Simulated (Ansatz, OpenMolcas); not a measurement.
# How basis sets differ on CH3BFN (SMILES BN=CF)

CH3BFN has 7 atoms, charge 0, and is taken as a singlet. As SMILES, `BN=CF`. The coordinates come from a PBE0-D4/def2-TZVP relaxation.

Quantity: the HOMO–LUMO gap, in eV. The values are calculated.

```tsv
level	kind	program	value (eV)	CPU time
HF/ANO-RCC-MB (DKH2)	Hartree–Fock	OpenMolcas	16.10	4.2 s
HF/STO-3G	Hartree–Fock	Ansatz	17.17	0.22 s
HF/3-21G	Hartree–Fock	Ansatz	15.31	0.56 s
HF/aug-cc-pVDZ	Hartree–Fock	Ansatz	12.61	5.6 s
```

The values span 12.61 to 17.17 eV. A Hartree–Fock LUMO above zero doesn't converge with the basis: it sinks as sets grow more diffuse. Orbital gaps aren't excitation energies. Times are those of the runs behind each value, whatever else they computed, on shared processors of several kinds: orders of magnitude only.

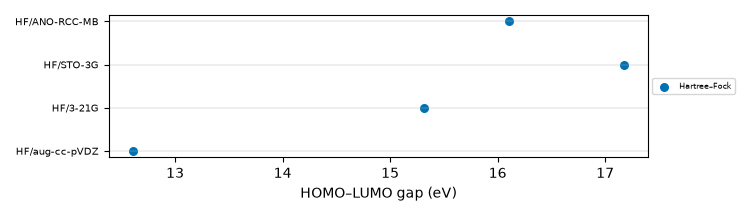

The values of the table, level by level.
